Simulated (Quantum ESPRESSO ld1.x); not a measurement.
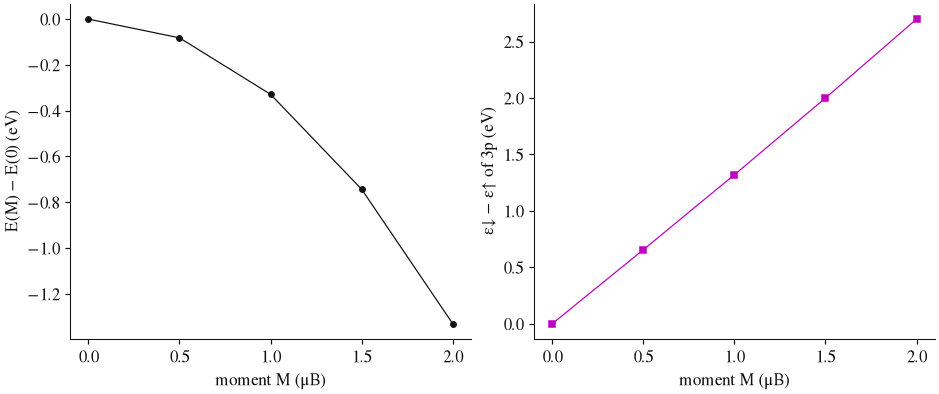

For Cl³⁺ in [Ne] 3s2 3p2, the spin moment of the 3p shell is fixed at a series of values. Theory: scalar-relativistic Kohn-Sham, LDA (Slater exchange, VWN5 correlation), spin-polarised, spherical densities, point nucleus (computed with Quantum ESPRESSO ld1.x 7.5). The plot shows the energy and the exchange splitting.

Q: What is the spin-polarisation energy, and which exchange integral follows?

A: The energy falls with the moment, to −1.33 eV at M = 2 μB, the largest moment run, in line with Hund's first rule (at fractional spins the functional's fractional-spin error adds to the fall). A fit E = −I M²/4 gives an exchange integral I of about 1.3 eV, and the exchange splitting grows nearly in proportion to M, to 2.70 eV (1.3 eV per μB).
